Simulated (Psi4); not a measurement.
**HF/6-311+G(d,p) run of BN2H5 (SMILES NBN)**

What is the vertical singlet–triplet gap of BN2H5 at HF/6-311+G**? 

The results are computed with Psi4 1.11.

3 further runs of the same task are left out: 3 set aside as unsound or not needed.

## Step 1: The structure to begin with

The species is BN2H5 (8 atoms), meant as a singlet with charge 0. SMILES: `NBN`. The coordinates come from a PBE0-D4/def2-TZVP relaxation.

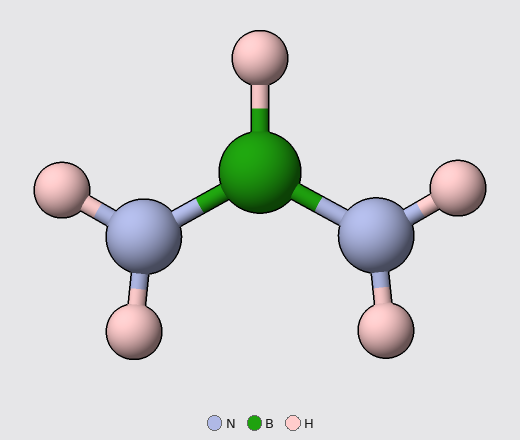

The structure, seen from a chosen angle (nitrogen light blue, boron green, hydrogen pink).

## Step 2: Energy and forces at HF/6-311+G(d,p)

Contents of calc.dat:

```
memory 1.6 GB

molecule system {
  N     -0.971000     0.516500    -0.581100
  B      0.194200     0.386600     0.200500
  N      0.848200    -0.845200     0.401400
  H     -1.426800    -0.244500    -1.053400
  H     -1.423900     1.400900    -0.713700
  H      0.649700     1.368600     0.718000
  H      1.676700    -0.919800     0.960900
  H      0.545000    -1.720300     0.011600
  symmetry c1
}

set globals {
  puream true
  e_convergence 1e-09
  d_convergence 1e-08
  scf_type pk
}

result, w = gradient('scf/6-311+G**', return_wfn=True)
oeprop(w, 'WIBERG_LOWDIN_INDICES', 'DIPOLE', 'QUADRUPOLE')
```

Launch:

```console
$ psi4 -i calc.dat -o calc.out -n 1
```

calc.out:

```text
[...]
  Running in c1 symmetry.
[...]
  Nuclear repulsion =   68.852594815844668
[...]
  Multiplicity = 1
[...]
  Nalpha       = 12
  Nbeta        = 12
[...]
    Number of basis functions: 96
[...]
   @RHF iter   1:  -136.43954686103552   -7.72416e-01   6.58671e-03 DIIS/ADIIS
[...]
   @RHF iter  10:  -136.62231419751186   -1.56604e-11   7.61784e-09 DIIS
[...]
    Orbital Energies [Eh]
    ---------------------
    Doubly Occupied:
       1A    -15.531227     2A    -15.531211     3A     -7.584337
       4A     -1.160466     5A     -1.121639     6A     -0.714366
       7A     -0.685040     8A     -0.654759     9A     -0.589554
      10A     -0.482356    11A     -0.459348    12A     -0.378288
[...]
  @RHF Final Energy:  -136.62231419751186
   => Energetics <=
    Nuclear Repulsion Energy =             68.8525948158446681
    One-Electron Energy =                -321.1646372398207632
    Two-Electron Energy =                 115.6897282264642541
    Total Energy =                       -136.6223141975118551
[...]
  -Total Gradient:
     Atom            X                  Y                   Z
    ------   -----------------  -----------------  -----------------
       1        0.011790319795    -0.001564176979     0.007856489290
       2       -0.001706707343    -0.003724762824    -0.001953064082
       3       -0.006895154762     0.012238215579    -0.002274299019
       4       -0.005060134044    -0.008128901397    -0.005177535664
       5       -0.004551588865     0.009183219594    -0.001270789128
       6        0.000947594636     0.002052103988     0.001080163492
       7        0.008587589273    -0.000601881202     0.005835728483
       8       -0.003111918689    -0.009453816758    -0.004096693372
[...]
 Multipole Moments:
 ------------------------------------------------------------------------------------
     Multipole            Electronic (a.u.)      Nuclear  (a.u.)        Total (a.u.)
 ------------------------------------------------------------------------------------
 L = 1.  Multiply by 2.5417464519 to convert [e a0] to [Debye]
 Dipole X            :          0.0203324           -0.2026103           -0.1822779
 Dipole Y            :          0.0435778           -0.4364850           -0.3929072
 Dipole Z            :          0.0229345           -0.2298172           -0.2068827
 Magnitude           :                                                    0.4800018
 L = 2.  Multiply by 1.3450342976 to convert [e a0^2] to [Debye ang]
 Quadrupole XX       :        -82.3109376           69.3429982          -12.9679393
 Quadrupole XY       :         39.3277411          -40.6614428           -1.3337017
[...]
```

Wall time 5.4 s (1 thread of Intel Xeon 6975P-C (Granite Rapids), shared host); peak memory 0.35 GiB.

## Step 3: The triplet

Contents of job.in:

```
memory 1.6 GB

molecule {
  0 3
  N     -0.971000     0.516500    -0.581100
  B      0.194200     0.386600     0.200500
  N      0.848200    -0.845200     0.401400
  H     -1.426800    -0.244500    -1.053400
  H     -1.423900     1.400900    -0.713700
  H      0.649700     1.368600     0.718000
  H      1.676700    -0.919800     0.960900
  H      0.545000    -1.720300     0.011600
  symmetry c1
  no_reorient
  no_com
}

set basis 6-311+G**
set reference uhf
set puream true
set e_convergence 1e-09
set d_convergence 1e-08
set scf_type pk
set maxiter 100

E, wfn = gradient("hf", return_wfn=True)
oeprop(wfn, "LOWDIN_CHARGES", "QUADRUPOLE", "MULLIKEN_CHARGES", title="HF")
```

Launch:

```console
$ psi4 -i job.in -o job.out -n 1
```

job.out, shortened:

```text
[...]
  Running in c1 symmetry.
[...]
  Nuclear repulsion =   68.852594815844668
[...]
  Multiplicity = 3
[...]
  Nalpha       = 13
  Nbeta        = 11
[...]
    Number of basis functions: 96
[...]
   @UHF iter   1:  -136.21125351130806   -5.44123e-01   5.54078e-03 DIIS/ADIIS
[...]
   @UHF iter  26:  -136.38298581618938   -3.38218e-12   6.48394e-09 DIIS
[...]
   @S^2 Observed:                2.075223093E+00
[...]
  @UHF Final Energy:  -136.38298581618938
   => Energetics <=
    Nuclear Repulsion Energy =             68.8525948158446681
    One-Electron Energy =                -318.5644163725563658
    Two-Electron Energy =                 113.3288357405223223
    Total Energy =                       -136.3829858161893753
  UHF NO Occupations:
  HONO-2 :   11  A 1.9679758
  HONO-1 :   12  A 1.0000000
[...]
  -Total Gradient:
     Atom            X                  Y                   Z
    ------   -----------------  -----------------  -----------------
       1        0.028256178588     0.018983529640     0.023491304787
       2       -0.027360723368    -0.059136243499    -0.031111831324
       3       -0.000747418330     0.040532700240     0.007791657689
       4       -0.000837179736    -0.003775316347    -0.001353369806
       5       -0.003363988871     0.001181252588    -0.002089702496
       6        0.003713396651     0.008020946107     0.004222602314
       7        0.002497298217    -0.003160221976     0.001085875505
       8       -0.002157563151    -0.002646646753    -0.002036536670
[...]
 Multipole Moments:
 ------------------------------------------------------------------------------------
     Multipole            Electronic (a.u.)      Nuclear  (a.u.)        Total (a.u.)
[...]
  Mulliken Charges: (a.u.)
   Center  Symbol    Alpha    Beta     Spin     Total
       1     N     3.93208  3.28531  0.64678 -0.21739
       2     B     3.39230  2.41026  0.98204 -0.80256
       3     N     3.93224  3.28495  0.64730 -0.21719
       4     H     0.33305  0.38938 -0.05633  0.27758
       5     H     0.30961  0.36490 -0.05529  0.32548
       6     H     0.45811  0.51092 -0.05282  0.03097
       7     H     0.30959  0.36491 -0.05532  0.32550
       8     H     0.33302  0.38937 -0.05635  0.27761
   Total alpha = 13.00000, Total beta = 11.00000, Total charge = -0.00000
[...]
```

It took 6.9 s on 1 thread of Intel Xeon 6975P-C (Granite Rapids), shared host; peak memory 0.35 GiB.

## Step 4: Outcome

Level: HF/6-311+G**.

```
                                        quantity          value
                           singlet: total energy  -136.62231 Eh
                          singlet: dipole moment         1.22 D
                            singlet: HOMO energy      -10.29 eV
                            singlet: LUMO energy        1.51 eV
                          singlet: HOMO–LUMO gap       11.80 eV
               singlet: largest force on an atom     0.733 eV/Å
                           triplet: total energy  -136.38299 Eh
                          triplet: dipole moment         5.53 D
     triplet: HOMO energy (highest over α and β)       -2.05 eV
      triplet: LUMO energy (lowest over α and β)       -1.98 eV
                                   triplet: ⟨S²⟩          2.075
               triplet: largest force on an atom     3.713 eV/Å
vertical energy of the triplet above the singlet       6.512 eV
```

What this shows: At this shape the triplet lies 6.51 eV (628 kJ/mol) above the singlet. The largest force (singlet) is 0.73 eV/Å: the shape isn't a stationary point for this species at this level.
